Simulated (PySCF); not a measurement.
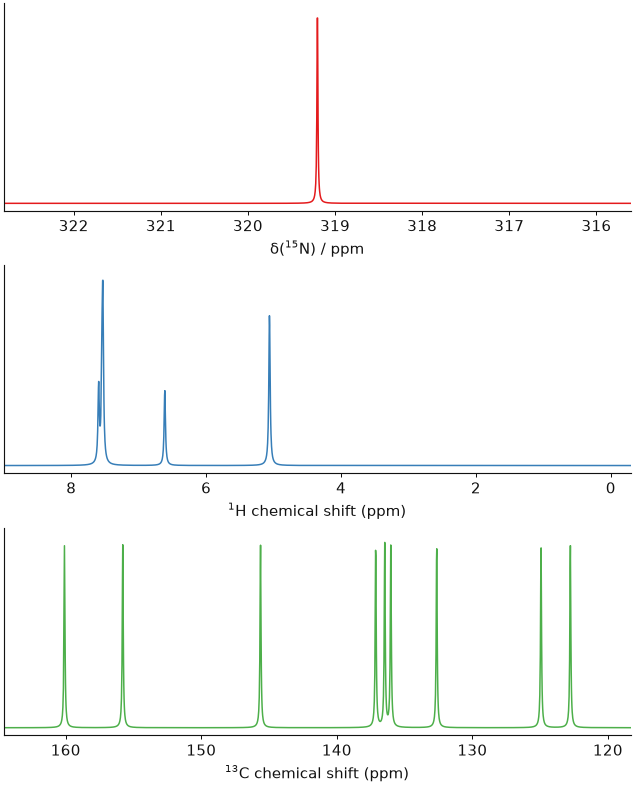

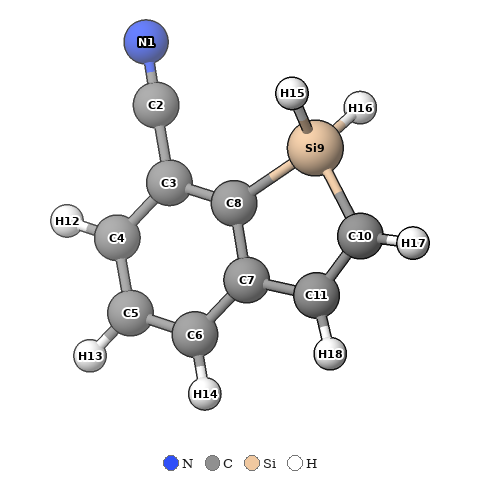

Spectrum and numbered structure of C₉H₇NSi, SMILES N#Cc1cccc2c1[SiH2]C=C2. GIAO shifts, PBE0/pcSseg-1 with PySCF 2.14.0, at a PBE0-D3(BJ)/def2-SVP geometry (no frequency check), against NH₃ for ¹⁵N, TMS for ¹H and TMS for ¹³C computed at the same level (¹⁵N: a single molecule, while the usual scales start at liquid NH₃ or nitromethane; multiply bonded nitrogen can come out tens of ppm too deshielded). Gas phase, fully decoupled, line heights follow the number of nuclei, widths are arbitrary (no quadrupolar broadening); values of one conformer, averaged over methyl-type rotors and exact or near symmetry.

> Where does the ¹⁵N line lie?

At 319.2 ppm (N1).

> Which atoms give which ¹H line?

| δ (ppm) | nuclei | atoms |
| --- | --- | --- |
| 7.59 | 1 | H12 |
| 7.54 | 1 | H13 |
| 7.53 | 1 | H18 |
| 7.53 | 1 | H14 |
| 6.61 | 1 | H17 |
| 5.06 | 2 | H15, H16 |

The order of signals that lie close, as those under 0.08 ppm apart, is within the error of the method.

> Which atoms give which ¹³C line?

```
δ (ppm)  nuclei  atoms
  160.1       1    C11
  155.8       1     C7
  145.6       1     C8
  137.1       1     C4
  136.5       1    C10
  136.0       1     C5
  132.6       1     C6
  124.9       1     C2
  122.8       1     C3
```

The order of signals that lie close, as those under 2 ppm apart, is within the error of the method.
